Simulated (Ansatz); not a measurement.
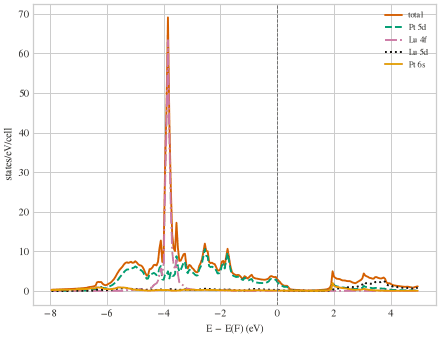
Figure: Total and projected density of states of LuPt3 (Cu3Au type, space group No. 221), plane-wave PAW r²SCAN (Ansatz code)

Which orbitals carry the states next to the Fermi level?

Within 0.5 eV of the Fermi level: Pt 5d 76 %, Lu 5d 9 %, Lu 6s 6 %. Projections are on Löwdin-orthogonalised atomic valence shells; empty p or d shells of many metals are not among them.

Where is the tallest occupied peak in this window, and what makes it?

Near -3.8 eV, about 69 states/eV per cell; the largest projected share is Lu 4f.

Space group Pm-3m (Cu3Au type). The workflow started from an entry of the Crystallography Open Database (COD). Whether it is the stable phase at ambient conditions was not checked. Symmetry was held in the r²SCAN relaxation; whether a distortion lowers the energy is not shown. The run is not spin-polarised. Spin–orbit coupling is left out wherever it is not named.

Potentials: the later of the program's two PAW sets.
